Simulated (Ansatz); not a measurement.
# CH6O3Sn (SMILES C[Sn](O)(O)O): methods side by side

The species is CH6O3Sn (11 atoms), meant as a singlet with charge 0. As SMILES, `C[Sn](O)(O)O`. The coordinates come from a PBE0-D4/def2-TZVP relaxation. This is one conformer, not always the lowest.

```xyz
11

C    -1.6348    0.8215    0.1612
Sn    0.2422   -0.1215   -0.0239
O     0.6584   -1.2741    1.5051
O     1.7180    1.1602   -0.1602
O     0.3586   -1.2599   -1.6145
H    -1.5124    1.7512    0.7149
H    -2.0268    1.0311   -0.8329
H    -2.3142    0.1588    0.6953
H     1.5324   -1.0934    1.8613
H     2.2935    0.9644   -0.9044
H     0.6853   -2.1383   -1.4020
```

Quantity: the electronic atomisation energy, in eV. The values are calculated. Electronic energies at fixed atoms, without zero-point motion or spin-orbit coupling.

```csv
level,kind,program,value (eV)
HF/def2-SVP (core potential),Hartree–Fock,Ansatz,26.82
SVWN5/def2-SVP (core potential),LDA,Ansatz,46.39
PBE/def2-SVP (core potential),GGA,Ansatz,40.36
r2SCAN/def2-SVP (core potential),meta-GGA,Ansatz,39.69
BHLYP/def2-SVP (core potential),global hybrid,Ansatz,37.54
PBE0/def2-SVP (core potential),global hybrid,Ansatz,39.18
wB97X/def2-SVP (core potential),range-separated hybrid,Ansatz,39.76
MP2/def2-SVP (core potential),perturbation theory,Ansatz,38.22
CCSD/def2-SVP (core potential),coupled cluster or CI,Ansatz,36.92
```

Correlated wave functions underbind in double-zeta sets. The values span 26.82 to 46.39 eV. In the correlated wave-function rows the outer d shell of Sn is correlated, in sets not made for it.

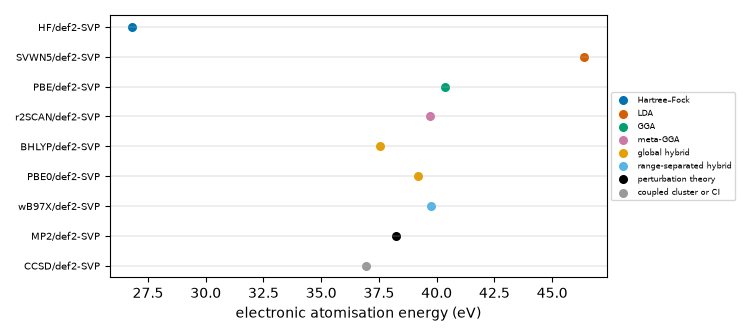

The values of the table, level by level.
